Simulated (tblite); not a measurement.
## Run report: C4H9FNSi2, geometry relaxation (part 3 of 3)

C4H9FNSi2, multiplicity 2; GFN2-xTB geometry optimisation, gas phase (tblite 0.8.0). It belongs to a series of runs on one base structure; here: H removed from sp2 C.

Geometry of the input (Å):
```
F  -0.6902  -2.4068  0.8008
Si -0.7389  -1.7038  -0.6504
N  -0.2734  -0.0620  -0.3934
C  1.1357  0.3936  -0.3856
Si 2.0763  0.0579  1.2255
C  -1.1682  0.8593  0.3557
C  -1.3861  2.1796  -0.1121
C  -2.3747  1.3973  -0.3472
H  0.2652  -2.3474  -1.5353
H  -2.1115  -1.7674  -1.1883
H  1.6774  -0.0937  -1.2042
H  1.1886  1.4569  -0.5920
H  3.4317  0.6568  1.1470
H  1.3702  0.6565  2.3776
H  2.2279  -1.3930  1.4443
H  -1.3061  0.6647  1.4302
H  -3.3309  1.4635  0.1639
```

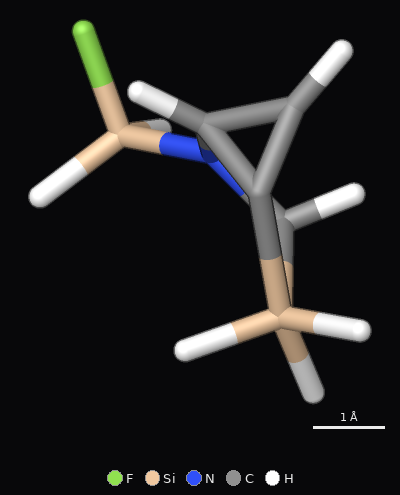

**Figure 1.** The geometry at step 227 of the log (stick view, seen at a tilt).

Trajectory as extended XYZ, continued
```
17
Properties=species:S:1:pos:R:3:forces:R:3 step=187 energy=-657.96556
F    -2.1569   -2.4344   -0.0457    0.4220   0.1070  -0.1230
Si   -0.6674   -2.0341   -0.5387   -0.1550  -0.2560  -0.0640
N    -0.4992   -0.3460   -0.2097    0.0060   0.0400   0.1120
C     0.7103    0.3339   -0.6023    0.0370   0.0350   0.0310
Si    1.9468    0.6265    0.8500   -0.0960   0.0740   0.0160
C    -1.2977    0.3406    0.7122    0.0170   0.1710  -0.0490
C    -0.7021    1.4537    1.5462   -0.2830  -0.0510  -0.4570
C    -1.4645    1.8812    0.5803    0.2280  -0.2080   0.1210
H     0.2555   -2.8852    0.2311   -0.2350   0.1660  -0.1490
H    -0.6542   -2.2442   -1.9947   -0.0080   0.0620   0.3210
H     1.1953   -0.2628   -1.3774   -0.0320   0.0530   0.0490
H     0.4581    1.3056   -1.0369   -0.0380  -0.0400  -0.0180
H     3.2163    0.8204    0.1390    0.0780  -0.0360  -0.0190
H     1.7517    1.7822    1.7151    0.0510  -0.0200  -0.0880
H     1.9863   -0.6318    1.5903   -0.0200  -0.0080   0.0660
H    -2.1306   -0.2567    1.0608   -0.0350   0.0480   0.0270
H    -1.9549    2.5633   -0.0833    0.0650  -0.1390   0.2240
17
Properties=species:S:1:pos:R:3:forces:R:3 step=197 energy=-658.15722
F    -2.3196   -2.3510   -0.6572    0.0000  -0.0380  -0.0030
Si   -0.7337   -2.1102   -0.6278    0.4390  -0.2930   0.3500
N    -0.5623   -0.4233   -0.2740    0.1970  -0.2100  -0.3520
C     0.6166    0.2837   -0.6590   -0.1500  -0.1640   0.1630
Si    1.6870    0.8140    0.9061    0.1500   0.8840   0.3270
C    -1.2322    0.2371    0.7523   -0.0710   0.2310   0.1680
C    -0.2882    1.1958    1.4414    0.3880   0.0080   0.1770
C    -1.2166    1.7587    0.7262   -0.1870  -0.0150   0.1880
H    -0.2213   -3.0649    0.4114   -0.2940   0.5080  -0.5230
H    -0.1502   -2.2242   -1.9594   -0.2000  -0.1820   0.1050
H     1.1630   -0.2884   -1.3849    0.2600  -0.2420  -0.1600
H     0.3447    1.2293   -1.0960   -0.0840   0.3730  -0.2400
H     3.0204    0.8306    0.1470   -0.4240  -0.0910   0.0970
H     1.8479    2.2127    1.4895    0.0480  -0.6090  -0.3280
H     1.8303   -0.3651    1.7398   -0.0130  -0.1440   0.2030
H    -2.0304   -0.2924    1.2542    0.0870  -0.1540  -0.0870
H    -1.7625    2.5695    0.3267   -0.1470   0.1380  -0.0850
17
Properties=species:S:1:pos:R:3:forces:R:3 step=207 energy=-658.30194
F    -2.3078   -2.3527   -0.6902    0.0300   0.0450   0.0400
Si   -0.7210   -2.0950   -0.6374    0.0020  -0.0990  -0.0410
N    -0.5477   -0.3978   -0.3321   -0.0240   0.0650  -0.0950
C     0.6262    0.2965   -0.7005    0.0720  -0.0300   0.1360
Si    1.6478    0.8429    0.9594   -0.0530   0.0800   0.0010
C    -1.2164    0.2470    0.7349    0.0330  -0.0850  -0.0330
C    -0.2719    1.2033    1.4159    0.2270   0.0130   0.1530
C    -1.2652    1.7592    0.7792   -0.0430  -0.0930  -0.1150
H    -0.2582   -2.9857    0.4242   -0.0160   0.1150  -0.0740
H    -0.1980   -2.3448   -1.9708   -0.0500   0.0010   0.0710
H     1.2294   -0.2960   -1.3783   -0.0180  -0.0020   0.0030
H     0.3978    1.2589   -1.1498   -0.0250   0.0270  -0.0590
H     2.9214    0.7902    0.1539    0.0140  -0.0780  -0.0340
H     1.8938    2.2076    1.4627    0.0480   0.0240   0.0110
H     1.8173   -0.3387    1.8115   -0.0790   0.0560   0.0310
H    -1.9384   -0.3662    1.2541   -0.0470  -0.0160  -0.0270
H    -1.8161    2.5833    0.3997   -0.0700  -0.0230   0.0320
17
Properties=species:S:1:pos:R:3:forces:R:3 step=217 energy=-658.32639
F    -2.3261   -2.2703   -0.6777    0.0040  -0.0120   0.0050
Si   -0.7300   -2.0784   -0.6674   -0.0090  -0.0080   0.0170
N    -0.5186   -0.3878   -0.3550   -0.0300   0.0090  -0.0090
C     0.6504    0.3159   -0.7109    0.0380   0.0030   0.0450
Si    1.6552    0.8604    0.9657   -0.0440  -0.0270  -0.0020
C    -1.1848    0.2181    0.7353    0.0080  -0.0020  -0.0280
C    -0.2638    1.2096    1.4090   -0.0240   0.0180   0.0020
C    -1.2904    1.7217    0.7838   -0.0060   0.0190   0.0310
H    -0.2718   -2.9383    0.4120    0.0190  -0.0260  -0.0050
H    -0.2409   -2.3756   -1.9975   -0.0120   0.0230  -0.0220
H     1.2581   -0.2775   -1.3843    0.0010   0.0220  -0.0130
H     0.4156    1.2764   -1.1684    0.0220  -0.0300   0.0130
H     2.9410    0.7039    0.1901    0.0130  -0.0190  -0.0200
H     1.9418    2.2297    1.4272   -0.0110   0.0210  -0.0290
H     1.7700   -0.2872    1.8719   -0.0170   0.0100   0.0180
H    -1.8924   -0.4205    1.2468    0.0280   0.0130  -0.0030
H    -1.9203    2.5118    0.4556    0.0180  -0.0140   0.0010
17
Properties=species:S:1:pos:R:3:forces:R:3 step=227 energy=-658.33753
F    -2.3650   -2.2307   -0.5635   -0.0170  -0.0310   0.0180
Si   -0.7750   -2.0699   -0.7264    0.0100  -0.0030  -0.0070
N    -0.4903   -0.4127   -0.3152   -0.0010  -0.0200  -0.0260
C     0.6991    0.2646   -0.6696    0.0060   0.0440   0.0450
Si    1.6663    0.9017    0.9803    0.0280  -0.0310  -0.0010
C    -1.1611    0.2004    0.7647    0.0450  -0.0600   0.0230
C    -0.2648    1.2244    1.4162   -0.0060   0.0800  -0.0480
C    -1.3042    1.7040    0.7875   -0.0050  -0.0070   0.0170
H    -0.2088   -3.0357    0.2043    0.0080   0.0190  -0.0170
H    -0.4707   -2.2583   -2.1314    0.0020   0.0070  -0.0050
H     1.3130   -0.3655   -1.3057   -0.0180   0.0380   0.0310
H     0.4931    1.2045   -1.1815   -0.0370  -0.0290  -0.0010
H     2.9762    0.7205    0.2370   -0.0450  -0.0230   0.0250
H     1.8999    2.3185    1.3146   -0.0080  -0.0070  -0.0240
H     1.8003   -0.1700    1.9728   -0.0010   0.0090  -0.0020
H    -1.8439   -0.4436    1.3016   -0.0150   0.0060  -0.0370
H    -1.9709    2.4599    0.4508    0.0550   0.0070   0.0080
17
Properties=species:S:1:pos:R:3:forces:R:3 step=236 energy=-658.34408
F    -2.3517   -2.2483   -0.4584    0.0060  -0.0380  -0.0180
Si   -0.7836   -2.0624   -0.7563   -0.0170   0.0110   0.0530
N    -0.4817   -0.4243   -0.2903    0.0090  -0.0050  -0.0100
C     0.7105    0.2528   -0.6418    0.0010   0.0090   0.0130
Si    1.6673    0.9078    0.9899    0.0260   0.0000  -0.0060
C    -1.1555    0.1954    0.7812    0.0110  -0.0380   0.0040
C    -0.2689    1.2353    1.4205   -0.0160   0.0060   0.0010
C    -1.3089    1.7007    0.7850    0.0120   0.0200  -0.0360
H    -0.1321   -3.0618    0.0769    0.0190   0.0100  -0.0110
H    -0.5905   -2.1811   -2.1883   -0.0150  -0.0030  -0.0200
H     1.3365   -0.3899   -1.2515   -0.0310   0.0290  -0.0380
H     0.4977    1.1756   -1.1819    0.0160  -0.0220   0.0020
H     2.9871    0.6785    0.2783   -0.0220   0.0090   0.0210
H     1.8738    2.3481    1.2223    0.0290  -0.0120  -0.0020
H     1.8012   -0.1253    2.0226   -0.0270   0.0160   0.0170
H    -1.8470   -0.4428    1.3114   -0.0170  -0.0040   0.0120
H    -1.9612    2.4535    0.4166    0.0160   0.0120   0.0190
17
Properties=species:S:1:pos:R:3:forces:R:3 step=246 energy=-658.35273
F    -2.2619   -2.3623   -0.3318    0.0100  -0.0030   0.0120
Si   -0.7425   -2.0608   -0.7561   -0.0290   0.0010   0.0110
N    -0.4905   -0.4132   -0.2920   -0.0160  -0.0110  -0.0220
C     0.6979    0.2694   -0.6435   -0.0100   0.0140   0.0080
Si    1.6519    0.8738    1.0070    0.0060   0.0210   0.0210
C    -1.1751    0.2202    0.7643    0.0070  -0.0080   0.0100
C    -0.2885    1.2585    1.4129    0.0040  -0.0420  -0.0400
C    -1.3109    1.7289    0.7540    0.0180   0.0060   0.0020
H     0.0570   -3.0240   -0.0143    0.0030   0.0190  -0.0090
H    -0.6929   -2.1520   -2.2052    0.0040   0.0040   0.0100
H     1.3138   -0.3532   -1.2845   -0.0310   0.0050   0.0190
H     0.4770    1.2061   -1.1544    0.0160  -0.0040  -0.0070
H     2.9761    0.5469    0.3526    0.0180   0.0050  -0.0230
H     1.9129    2.3117    1.1777   -0.0040  -0.0010   0.0160
H     1.7137   -0.1261    2.0778   -0.0120  -0.0120   0.0200
H    -1.8906   -0.4003    1.2849    0.0280  -0.0210  -0.0100
H    -1.9543    2.4884    0.3868   -0.0110   0.0270  -0.0190
17
Properties=species:S:1:pos:R:3:forces:R:3 step=256 energy=-658.35553
F    -2.2176   -2.4076   -0.2383    0.0110   0.0060  -0.0050
Si   -0.7373   -2.0583   -0.7533   -0.0140  -0.0190  -0.0060
N    -0.5023   -0.4042   -0.3066    0.0080  -0.0160   0.0060
C     0.6928    0.2718   -0.6467   -0.0100  -0.0090  -0.0060
Si    1.6436    0.8632    1.0168    0.0090   0.0160   0.0170
C    -1.1874    0.2290    0.7496    0.0010   0.0030  -0.0050
C    -0.2941    1.2582    1.4002    0.0010  -0.0110  -0.0020
C    -1.3095    1.7384    0.7370   -0.0070   0.0060  -0.0070
H     0.1366   -2.9926   -0.0610    0.0000   0.0090  -0.0070
H    -0.7670   -2.1477   -2.2035   -0.0040  -0.0050   0.0100
H     1.3039   -0.3562   -1.2860    0.0130   0.0000   0.0080
H     0.4869    1.2114   -1.1575   -0.0020   0.0100   0.0000
H     2.9662    0.5444    0.3531    0.0020  -0.0030  -0.0030
H     1.9185    2.2930    1.2295   -0.0060   0.0050  -0.0010
H     1.6964   -0.1424    2.0836   -0.0070  -0.0090  -0.0110
H    -1.9025   -0.3950    1.2663    0.0040   0.0190   0.0030
H    -1.9342    2.5067    0.3531    0.0000  -0.0020   0.0110
17
Properties=species:S:1:pos:R:3:forces:R:3 step=266 energy=-658.35614
F    -2.2006   -2.4212   -0.1971    0.0060   0.0040  -0.0040
Si   -0.7403   -2.0591   -0.7575   -0.0040  -0.0080   0.0020
N    -0.4976   -0.4079   -0.3045   -0.0040  -0.0010  -0.0020
C     0.6988    0.2662   -0.6435   -0.0030   0.0010   0.0020
Si    1.6412    0.8671    1.0225    0.0070   0.0000   0.0050
C    -1.1881    0.2320    0.7442    0.0030  -0.0030  -0.0020
C    -0.2964    1.2613    1.3957    0.0010   0.0050   0.0020
C    -1.3080    1.7418    0.7269   -0.0070  -0.0020   0.0060
H     0.1655   -2.9878   -0.1006    0.0010   0.0000  -0.0030
H    -0.8200   -2.1436   -2.2060   -0.0020  -0.0020   0.0010
H     1.3164   -0.3650   -1.2733   -0.0060   0.0000   0.0010
H     0.4960    1.2032   -1.1605    0.0000   0.0000  -0.0010
H     2.9670    0.5578    0.3600    0.0020   0.0010   0.0020
H     1.9114    2.2970    1.2441    0.0010  -0.0010  -0.0010
H     1.6878   -0.1527    2.0762   -0.0020   0.0030  -0.0020
H    -1.9056   -0.3876    1.2622    0.0000   0.0050  -0.0020
H    -1.9347    2.5105    0.3474    0.0030  -0.0030  -0.0030
```

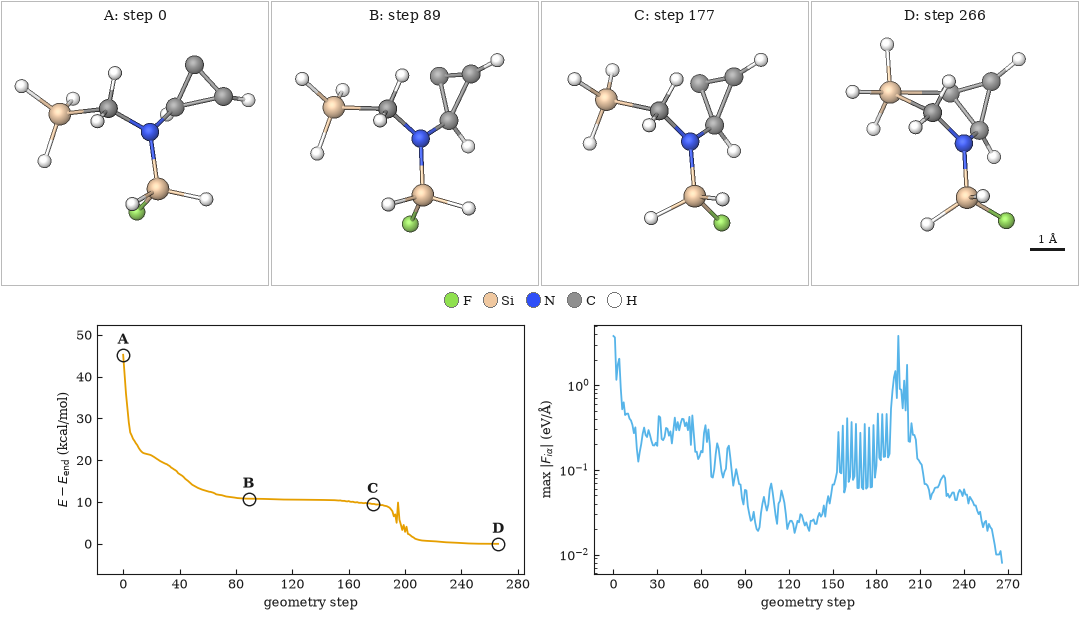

**Figure 2.** Frames of the relaxation (ball-and-stick view, seen at a tilt) above the curves, on which the letters mark them (steps are counted from 0).

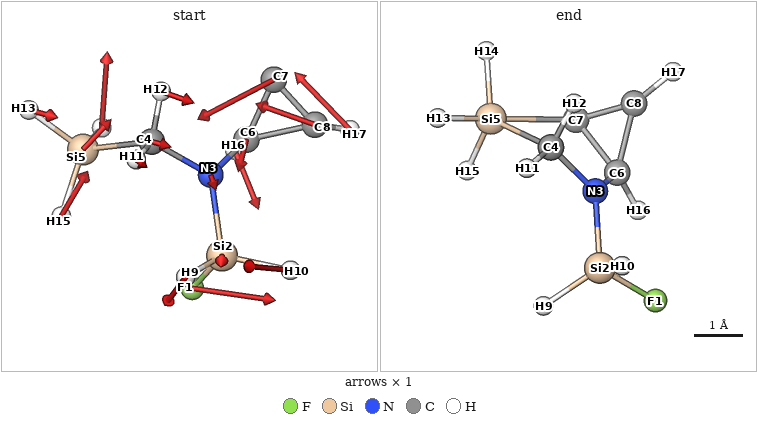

**Figure 3.** Before (left) and after (right) the relaxation, at one scale (ball-and-stick view, seen at a tilt). The red arrows give the displacements, at true length. C7 moves most after the best rigid fit: 2.15 Å. Largest moves by element: C 2.15 Å, F 1.96 Å, H 1.92 Å, Si 0.90 Å, N 0.37 Å. Among the contacts that change: Si5–C7 4.275 → 2.012 Å, C4–Si5 1.896 → 2.006 Å, C6–C7 1.418 → 1.510 Å, N3–C6 1.487 → 1.409 Å. New bonds form: Si5–C7 (4.28 → 2.01 Å). Among the angles that change: C7–C8–H17 123.7° → 155.2°, C4–Si5–H13 109.7° → 89.2°, C6–C8–H17 120.7° → 140.6°. Over 266 geometry steps the energy falls by 45.2 kcal/mol. Largest force component: 3.8 eV/Å at the start, 0.008 eV/Å at the end. (Atoms are counted from 1 in the order of the input.)

Results in brief

```tsv
quantity	value
outcome	converged
total energy	−658.3561 eV
hardware	1 CPU thread, shared host
wall time	2.4 s
peak memory	0.18 GiB
```
